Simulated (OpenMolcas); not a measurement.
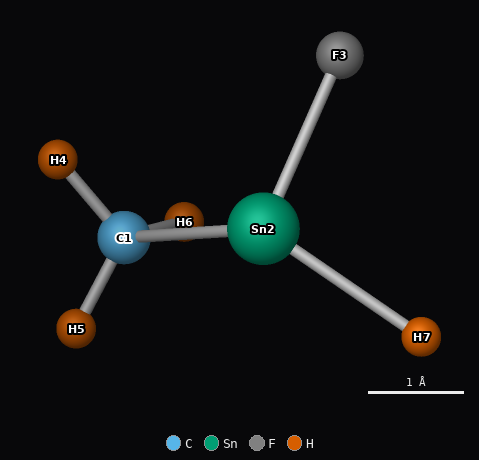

Figure 1. The input geometry (ball-and-stick view, seen at a tilt; atoms are numbered from 1 in the order of the input). Sticks mark near contacts.

# Energy and gradient calculation, with input and output: CH4FSn (part 1 of 2)

The run: energy and gradient calculation of CH4FSn, multiplicity 2. Method and program: TPSSh/STO-3G, UKS (OpenMolcas 26.06).

The geometry comes from this level: GFN2-xTB.

Output:
```
--- Start Module: gateway ---

                                              &GATEWAY

                       available to each process: 1.9 GB of memory, 1 thread

 Basis Set     1 Label: C.STO-3G
 Basis set is read from library:.
 basistype.tbl is not found

 Basis Set     2 Label: SN.STO-3G
 Basis set is read from library:.
 basistype.tbl is not found

 Basis Set     3 Label: F.STO-3G
 Basis set is read from library:.
 basistype.tbl is not found

 Basis Set     4 Label: H.STO-3G
 Basis set is read from library:.
 basistype.tbl is not found

++    Symmetry information:
      ---------------------

                    Character Table for C1

                             E
                    a        1  x, y, xy, Rz, z, xz, Ry, yz, Rx, I
--

++    Basis set information:
      ----------------------

      Basis set label: C.STO-3G.........

      Electronic valence basis set:
      ------------------
      Associated Effective Charge   6.000000 au
      Associated Actual Charge      6.000000 au
      Nuclear Model: Point charge

      Shell  nPrim  nBasis  Cartesian Spherical Contaminant
         s       6       2        X
         p       3       1        X

      Basis set label: SN.STO-3G.........

      Electronic valence basis set:
      ------------------
      Associated Effective Charge  50.000000 au
      Associated Actual Charge     50.000000 au
      Nuclear Model: Point charge

      Shell  nPrim  nBasis  Cartesian Spherical Contaminant
         s      15       5        X
         p      12       4        X
         d       6       2                 X

      Basis set label: F.STO-3G.........

      Electronic valence basis set:
      ------------------
      Associated Effective Charge   9.000000 au
      Associated Actual Charge      9.000000 au
      Nuclear Model: Point charge

      Shell  nPrim  nBasis  Cartesian Spherical Contaminant
         s       6       2        X
         p       3       1        X

      Basis set label: H.STO-3G.........

      Electronic valence basis set:
      ------------------
      Associated Effective Charge   1.000000 au
      Associated Actual Charge      1.000000 au
      Nuclear Model: Point charge

      Shell  nPrim  nBasis  Cartesian Spherical Contaminant
         s       3       1        X
--

++    Molecular structure info:
      -------------------------

                    ************************************************
                    **** Cartesian Coordinates / bohr, angstrom ****
                    ************************************************

     Center  Label                x              y              z                     x              y              z
        1      C1              -1.255874       1.258463      -1.058908             -0.664580       0.665950      -0.560350
        2      SN2              0.813584      -0.815171       2.306543              0.430530      -0.431370       1.220570
        3      F3               4.370502      -0.474132       0.781912              2.312770      -0.250900       0.413770
        4      H4              -0.560625       3.190028      -1.037668             -0.296670       1.688090      -0.549110
        5      H5              -3.290467       1.172783      -0.831517             -1.741240       0.620610      -0.440020
        6      H6              -0.636063       0.270288      -2.744128             -0.336590       0.143030      -1.452130
        7      H7               0.558943      -4.602239       2.583785              0.295780      -2.435400       1.367280

                    ***************************************
                    *    InterNuclear Distances / bohr    *
                    ***************************************

               1 C1            2 SN2           3 F3            4 H4            5 H5            6 H6
    1 C1       0.000000
    2 SN2      4.461936        0.000000
    3 F3       6.168194        3.884903        0.000000
    4 H4       2.052989        5.395722        6.407258        0.000000
    5 H5       2.049052        5.535577        8.000370        3.400560        0.000000
    6 H6       2.049542        5.365536        6.168696        3.382688        3.393882        0.000000
    7 H7       7.135167        3.805731        5.900508        8.665320        7.735187        7.318211

               7 H7
    7 H7       0.000000

                    *******************************************
                    *    InterNuclear Distances / angstrom    *
                    *******************************************

               1 C1            2 SN2           3 F3            4 H4            5 H5            6 H6
    1 C1       0.000000
    2 SN2      2.361155        0.000000
    3 F3       3.264068        2.055802        0.000000
    4 H4       1.086395        2.855293        3.390575        0.000000
    5 H5       1.084312        2.929301        4.233614        1.799499        0.000000
    6 H6       1.084571        2.839319        3.264333        1.790042        1.795965        0.000000
    7 H7       3.775768        2.013906        3.122414        4.585490        4.093285        3.872630

               7 H7
    7 H7       0.000000

                    **************************************
                    *    Valence Bond Angles / degree    *
                    **************************************
                          Atom centers                 Phi
                      4 H4       1 C1       5 H5       111.99
                      4 H4       1 C1       6 H6       111.08
                      5 H5       1 C1       6 H6       111.80
--

            Nuclear Potential Energy            248.97755144 au

--- Stop Module: gateway /rc=_RC_ALL_IS_WELL_ ---

--- Start Module: seward ---

                                              &SEWARD

                       available to each process: 1.9 GB of memory, 1 thread

               SEWARD will generate:
                  Multipole Moment integrals up to order  2
                  Kinetic Energy integrals
                  Nuclear Attraction integrals (point charge)
                  One-Electron Hamiltonian integrals
                  Velocity integrals
                  Orbital angular momentum around (  1.0427  -0.5913   1.7857 )
                  Velocity quadrupole around (  1.0427  -0.5913   1.7857 )
                  Two-Electron Repulsion integrals

                   Integrals are discarded if absolute value <: 1.00E-14
                   Integral cutoff threshold is set to       <: 1.00E-16

            Nuclear Potential Energy            248.97755144 au

      Basis set specifications :
      Symmetry species         a
      Basis functions           41

--- Stop Module: seward /rc=_RC_ALL_IS_WELL_ ---

--- Start Module: scf ---

                                                &SCF

                       available to each process: 1.9 GB of memory, 1 thread

++    Input section:
      --------------

      Header of the integral files:

      Cartesian coordinates in angstrom:
      -----------------------------------------------------
      No.  Label        X            Y            Z
      -----------------------------------------------------
       1   C1        -0.66458000   0.66595000  -0.56035000
       2   SN2        0.43053000  -0.43137000   1.22057000
       3   F3         2.31277000  -0.25090000   0.41377000
       4   H4        -0.29667000   1.68809000  -0.54911000
       5   H5        -1.74124000   0.62061000  -0.44002000
       6   H6        -0.33659000   0.14303000  -1.45213000
       7   H7         0.29578000  -2.43540000   1.36728000
      -----------------------------------------------------
      Nuclear repulsion energy =  248.97755144
--

++    Orbital specifications:
      -----------------------

      Symmetry species               1
                                     a
      Frozen orbitals                0
      Occupied orbitals alpha       35
      Occupied orbitals beta        34
      Secondary orbitals alpha       6
      Secondary orbitals beta        7
      Deleted orbitals               0
      Total number of orbitals      41
      Number of basis functions     41
--

      Molecular charge                           0.000

      Numerical integration parameters
      --------------------------------
      Radial quadrature type:                         MHL
      Size of radial grid:                            99
      Lebedev angular grid:                           41
      Angular grid pruned with the crowding factor:  1.00E+10
                                 and fading factor:  1.00E+01
      Screening threshold for integral computation:   1.00E-11
      Radial quadrature accuracy:                     1.00E-25
      Maximum batch size:                             128
      AO values are stored on disk
      The same grid will be used for all iterations.

      DFT functional specifications
      -----------------------------
      Using Libxc version: 6.2.2
      Please cite the following reference:
      S. Lehtola, C. Steigemann, M. J.T. Oliveira, and M. A.L. Marques.,  SoftwareX 7, 1–5 (2018) doi:10.1016/j.softx.2017.11.002

      * TPSSh

++    Optimization specifications:
      ----------------------------

      SCF Algorithm: Conventional USCF
      D(i)-D(i-1) density differences are used
      Number of density matrices in core                 5
      Maximum number of NDDO SCF iterations            400
      Maximum number of HF SCF iterations              400
      Threshold for SCF energy change             1.00E-10
      Threshold for density matrix                1.00E-07
      Threshold for Fock matrix                   1.00E-07
      Threshold for linear dependence             1.00E-09
      Threshold at which DIIS is turned on        1.50E-01
      Maximum depth in the DIIS procedure                5
      Maximum depth in the BFGS Hessian update          30
      Threshold at which QNR/C2DIIS is turned on  7.50E-02
      Threshold for Norm(delta) (QNR/C2DIIS)      1.00E-05
      All orbitals punched on: UHFORB
--

      Input vectors read from INPORB
      Orbital file label: *Guess orbitals

++ Convergence information
                               UHF [...]      iterations: Energy and convergence statistics

Iter     Tot. [...]      One-elec.       Two-elec.     Energy      Max Dij or  Max Fij      DNorm      TNorm      AccCon     Time
         Energy          Energy          Energy        Change      Delta Norm                                                in Sec.

 The total and one-electron energies are shifted by a value of      6000. a.u.

   1  -103.078519437 -3095.519100417  2743.463029538   0.00E+00    8.37E-01*   4.70E-01*    1.61E+01   6.17E+02   None         1.
   2   -95.197760337 -3104.391861529  2760.216549749   7.88E+00*   6.82E-01*   9.95E-02*    7.28E+00   6.20E+02   EDIIS        1.
   3  -102.917391893 -3105.940599709  2754.045656372  -7.72E+00*   2.62E-01*   9.45E-02*    3.99E+00   6.19E+02   EDIIS        1.
   4  -103.501279415 -3099.692239661  2747.213408803  -5.84E-01*   8.46E-01*   4.18E-02*    1.37E+00   6.17E+02   EDIIS        1.
   5  -103.246551749 -3099.640501627  2747.416398435   2.55E-01*   2.96E-01*   2.95E-02*    2.11E+00   6.18E+02   EDIIS        1.
   6  -103.506867246 -3099.393000839  2746.908582150  -2.60E-01*   1.12E-01*   2.07E-02*    7.75E-01   6.18E+02   EDIIS        1.
   7  -103.528257465 -3099.241594980  2746.735786071  -2.14E-02*   1.52E-02*   3.49E-03*    2.04E-01   6.17E+02   c2DIIS       1.
   8  -103.528880952 -3099.538719531  2747.032287136  -6.23E-04*   4.72E-02*   2.78E-03*    7.48E-02   6.18E+02   QNRc2DIIS    1.
   9  -103.528847169 -3099.261905213  2746.755506602   3.38E-05*   2.73E-02*   3.30E-03*    6.98E-02   6.17E+02   QNRc2DIIS    1.
  10  -103.528934560 -3099.370671027  2746.864185023  -8.74E-05*   1.10E-02*   1.59E-03*    4.10E-02   6.18E+02   QNRc2DIIS    1.
  11  -103.528955238 -3099.404978670  2746.898471989  -2.07E-05*   3.02E-03*   1.32E-04*    1.73E-02   6.18E+02   QNRc2DIIS    1.
  12  -103.528955471 -3099.404502623  2746.897995709  -2.33E-07*   9.15E-04*   1.44E-04*    4.80E-03   6.18E+02   QNRc2DIIS    1.
  13  -103.528955645 -3099.403841788  2746.897334700  -1.74E-07*   2.33E-04*   1.36E-05*    1.45E-03   6.18E+02   QNRc2DIIS    1.
  14  -103.528955651 -3099.403856292  2746.897349198  -6.13E-09*   1.80E-04*   5.98E-06*    3.61E-04   6.18E+02   QNRc2DIIS    1.
  15  -103.528955653 -3099.403988877  2746.897481781  -1.42E-09*   1.60E-05*   7.81E-07*    2.79E-04   6.18E+02   QNRc2DIIS    1.
  16  -103.528955653 -3099.403932045  2746.897424949  -2.18E-11    6.57E-06    4.47E-07*    2.62E-05   6.18E+02   QNRc2DIIS    1.
  17  -103.528955653 -3099.403955108  2746.897448012   0.00E+00    2.18E-06    1.12E-07*    1.06E-05   6.18E+02   QNRc2DIIS    1.
  18  -103.528955653 -3099.403949867  2746.897442771   1.82E-12*   3.51E-07    3.84E-08     3.37E-06   6.18E+02   QNRc2DIIS    1.
  19  -103.528955653 -3099.403950623  2746.897443527   0.00E+00    1.80E-07    1.27E-08     5.46E-07   6.18E+02   QNRc2DIIS    1.

       Convergence after  19 Iterations
--
```
